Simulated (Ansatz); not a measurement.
**CH5Sn (SMILES [CH2-][SnH3]) (charge −1): density, localisation and related maps**

```xyz
7

C    -0.7142   -1.2120    0.3268
Sn    0.3636    0.5434   -0.0563
H    -0.7491   -1.7836   -0.6282
H    -0.1042   -1.8205    1.0322
H     0.5064    1.5609    1.3734
H     2.0397    0.7650   -0.6942
H    -0.4744    1.5995   -1.1882
```

Core potentials replace the inner electrons of Sn; the highest occupied orbital lies above zero, a sign that basis and functional describe the outermost electron poorly.

The calculation used Ansatz, RKS PBE0/def2-SVP.

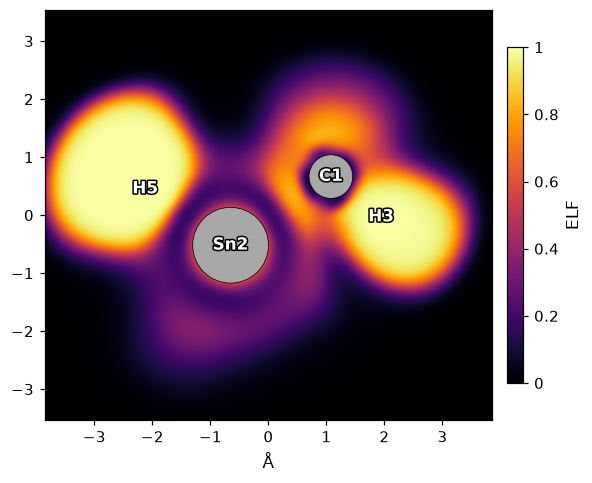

Figure 1. ELF on the plane of atoms C1, Sn2 and H5. Grey discs cover the atomic cores.

Q: What does the map show?

A:
- Atoms in the plane: C, Sn and H.
- C–Sn (2.10 Å): the ELF peaks at about 0.80 in the valence shell of C, 0.7 Å from its nucleus, and is about 0.40 at the midpoint.
- C–H (1.11 Å): the ELF climbs to about 1 towards the hydrogen, as it does in any bond to H; an ordinary covalent bond to hydrogen.
- Sn–H (1.76 Å): the ELF climbs to about 1 towards the hydrogen.

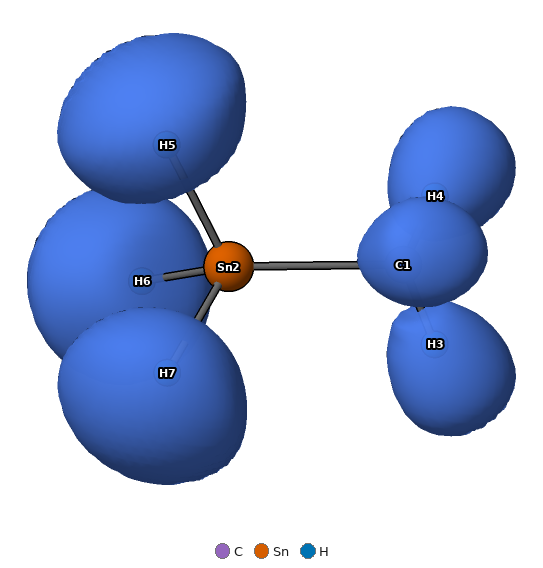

Figure 2. Isosurface of the electron localisation function at 0.9 (blue), seen across its widest extent. Only the valence region is drawn (cores and ρ < 0.01 e/Å³ removed).

Q: Identify the bonds, lone pairs and shells in this picture.

A: The ELF exceeds this value in five regions around hydrogen nuclei and one lobe on C, pointing away from the bonds (lone pairs).

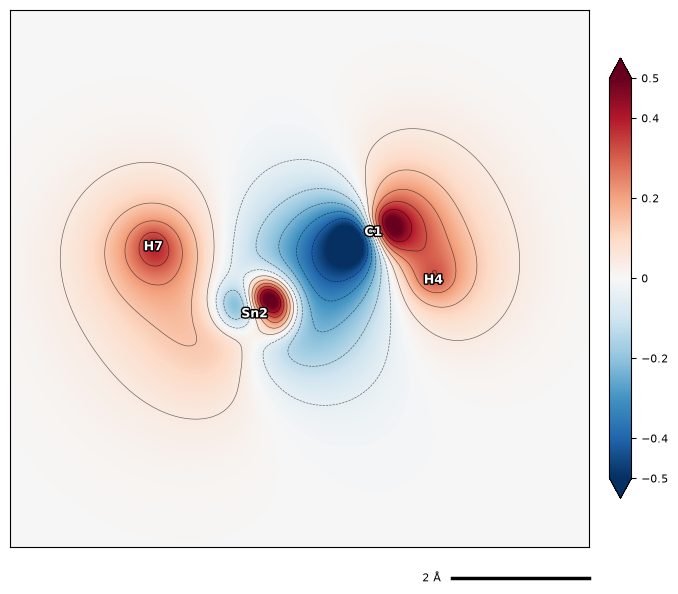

Figure 3. The HOMO−1 on the plane of atoms Sn2, C1 and H4 (values in Å⁻³ᐟ²; the overall sign is arbitrary).

Q: Where does this orbital lie, and at what energy?

A: Its weight (Hirshfeld) is mainly on Sn2 (about 35 %), C1 (about 35 %), H7 (about 10 %) and H5 (about 10 %). Its energy is −2.46 eV.
